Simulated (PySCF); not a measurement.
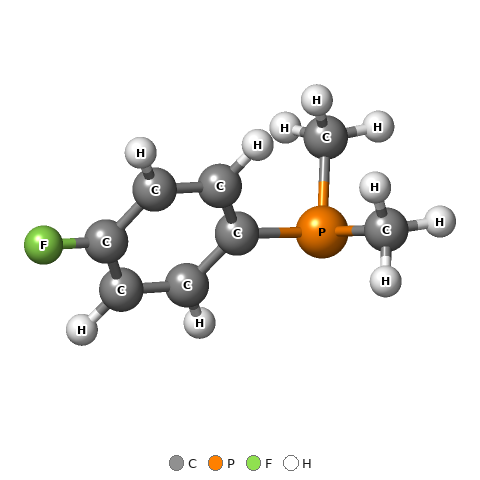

Geometry used (C₈H₁₀FP, SMILES CP(C)c1ccc(F)cc1).

Simulated rotational absorption lines between 18 and 26 GHz at 2 K: rigid rotor with the equilibrium constants and dipole of one optimised conformer (PBE0-D3(BJ)/def2-SVP, PySCF), commonest isotopes; no centrifugal distortion, hyperfine structure, internal rotation or nuclear-spin weights; lines within 1 MHz of each other are summed. Lines of different type are drawn apart.

Question: What are the rotational constants, and what kind of rotor is it?

Answer: Rotational constants A, B, C = 2.835, 0.5839, 0.5552 GHz; Ray's κ = −0.97, a near-prolate asymmetric top.

Question: Which dipole components drive the lines?

Answer:
|μa|, |μb|, |μc| = 0.95, 1.05, 0.03 D; b-type lines carry 85 % of the intensity in this range.

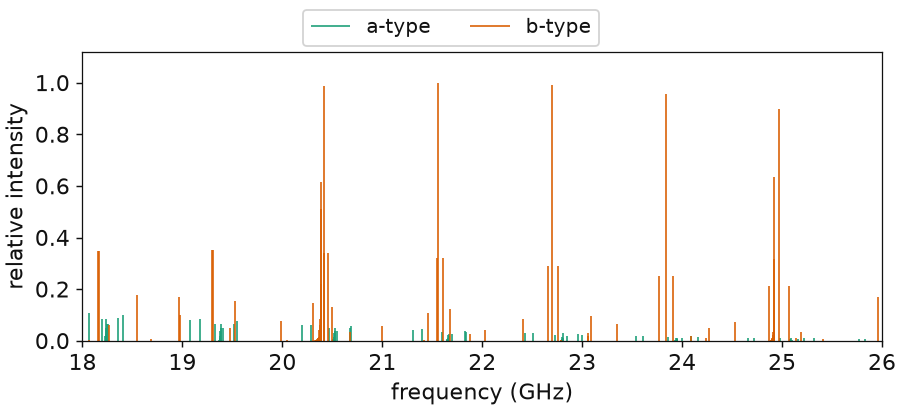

Note: coarse grid, loose stop and no frequency check, small forces are noise and the end may be a saddle.
